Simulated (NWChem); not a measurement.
# MP2/6-31G(d) (spherical functions) run of CH6Si (methylsilane)

What is the vertical ionisation energy of CH6Si (methylsilane) at MP2/6-31G* (spherical functions)? 

The calculation is run with NWChem 7.3.0.

9 further runs of the same task are left out: 2 that didn't finish, 7 set aside as unsound or not needed.

## 1. The system as given

The species is CH6Si (8 atoms), meant as a singlet with charge 0. SMILES: `C[SiH3]`. The shape is that of a PBE0-D4/def2-TZVP optimisation.

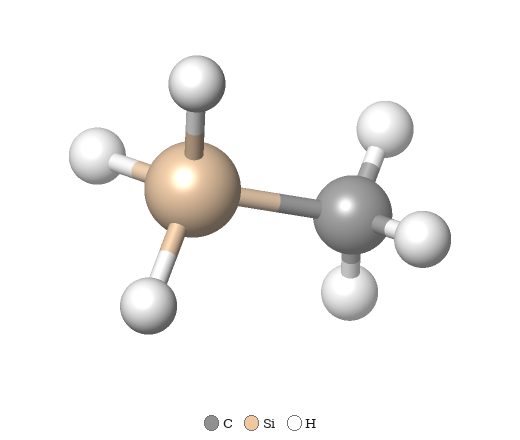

The structure, seen from a chosen angle (carbon grey, silicon light orange, hydrogen white).

## 2. A single-point energy at MP2/6-31G(d) (spherical functions)

Contents of ch6si.nw:

```
START ch6si
memory 2200 mb
charge 0

GEOMETRY units angstrom noautosym nocenter noautoz
  C    -0.181500    0.239740   -0.940300
  Si    0.162420   -0.214550    0.841500
  H    -1.240470    0.112510   -1.175580
  H     0.395470   -0.391420   -1.619800
  H     0.086600    1.280720   -1.133860
  H    -0.624960    0.646220    1.765390
  H     1.605560   -0.040010    1.159870
  H    -0.203110   -1.633210    1.102780
END

BASIS spherical bse
  * library 6-31G*
END

SCF
  thresh 1e-08
  maxiter 80
  print low
END

MP2
  freeze core 6
  tight
END

TASK mp2
```

On the command line:

```bash
$ nwchem ch6si.nw > ch6si.out
```

Output:

```text
[...]
  functions       =    44
[...]
  wavefunction    = RHF
[...]
         Total SCF energy =   -330.270730295448
      One-electron energy =   -580.446158787944
      Two-electron energy =    187.326767956024
 Nuclear repulsion energy =     62.848660536473
        Time for solution =      4.3s
[...]
          Total MP2 energy          -330.482368098003
[...]
```

It took 6 s on 1 thread of Intel Xeon Platinum 8259CL at 2.50GHz (Skylake/Cascade Lake), shared host; peak memory 0.11 GiB.

## 3. The doublet cation, same level

Contents of nw.nw:

```
start nw
title "CH6Si energy"
memory 2200 mb
charge 1

geometry units angstroms noautosym nocenter noautoz
C    -0.181500    0.239740   -0.940300
Si    0.162420   -0.214550    0.841500
H    -1.240470    0.112510   -1.175580
H     0.395470   -0.391420   -1.619800
H     0.086600    1.280720   -1.133860
H    -0.624960    0.646220    1.765390
H     1.605560   -0.040010    1.159870
H    -0.203110   -1.633210    1.102780
end

basis spherical bse
* library 6-31G*
end

scf
nopen 1
uhf
thresh 1e-08
maxiter 80
print low
end

mp2
freeze core 6
tight
end

task mp2
```

On the command line:

```bash
$ nwchem nw.nw > nw.out
```

Output:

```text
[...]
  functions       =    44
[...]
  wavefunction    = UHF
[...]
         Total SCF energy =   -329.872738646564
      One electron energy =   -573.072387484994
      Two electron energy =    180.350988301957
 Nuclear repulsion energy =     62.848660536473
                       Sz =      0.5000
                 Sz(Sz+1) =      0.7500
                      S^2 =      0.7581
[...]
          Total MP2 energy          -330.060877610001
[...]
```

It took 26 s on 1 thread of Intel Xeon Platinum 8259CL at 2.50GHz (Skylake/Cascade Lake), shared host; peak memory 0.11 GiB.

## 4. Summary of results

At MP2/6-31G* (spherical functions), 6 core orbitals frozen:

| quantity | value |
| --- | --- |
| singlet CH6Si: total energy | -330.48237 Eh |
| singlet CH6Si: correlation energy (6 core orbitals frozen) | -211.6 mEh |
| doublet cation: total energy | -330.06088 Eh |
| doublet cation: correlation energy (6 core orbitals frozen) | -188.1 mEh |
| doublet cation: ⟨S²⟩ of the reference determinant | 0.758 |
| vertical ionisation energy (to the doublet cation) | 11.469 eV |

**Reading.** The vertical ionisation energy comes to 11.47 eV (264 kcal/mol).
